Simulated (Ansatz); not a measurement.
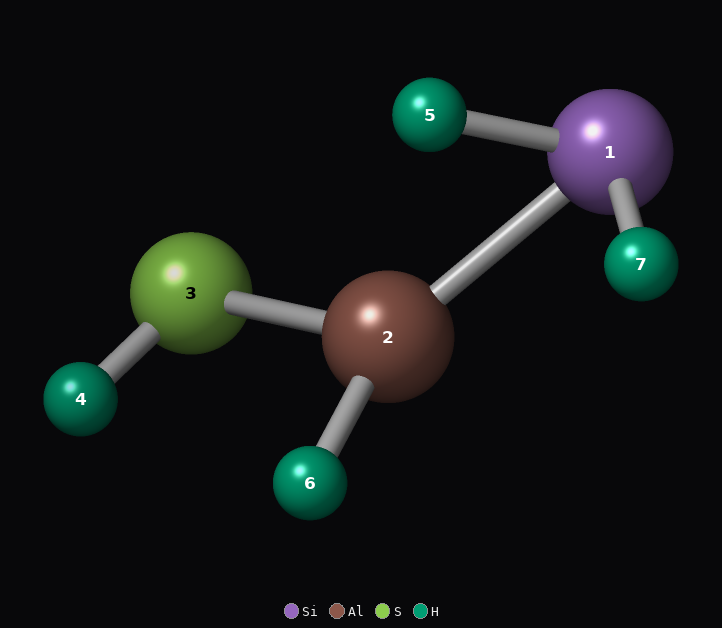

The species has charge −1 and is a spin singlet. Computed geometry: PBE0-D4/def2-TZVPD optimisation. No frequency run is at hand to confirm it as a minimum.

Which atoms are bonded, and how long are the bonds?

| bond | length (Å) |
| --- | --- |
| Si1–Al2 | 2.357 |
| Si1–H5 | 1.606 |
| Si1–H7 | 1.543 |
| Al2–S3 | 2.284 |
| Al2–H6 | 1.624 |
| S3–H4 | 1.342 |
